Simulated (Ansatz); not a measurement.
The starting structures come from a database of crystals and need not be the phases stable at ambient conditions.

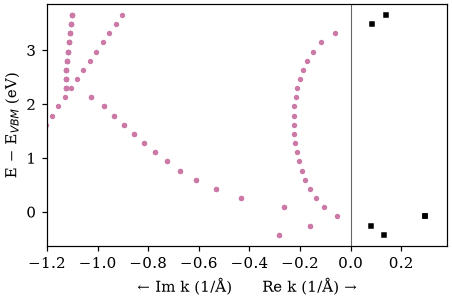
Figure: Complex bands at the centre of the two-dimensional zone; Ansatz (an electronic-structure program) with r2SCAN

The gap is the functional's own, uncorrected, and κ follows it; spin-orbit coupling is left out. Mid-gap means the computed energy nearest the middle.

### Question
This is AlGaN2 (P3m1, 4 atoms a cell, 10.9 Å³ an atom) along the normal of (001). Read off the slowest decay at the centre of the two-dimensional zone at 1.61 eV, the computed energy nearest the middle of the gap.

### Answer
κ ≈ 0.23 1/Å, a decay length 1/(2κ) of the density of 2.2 Å.
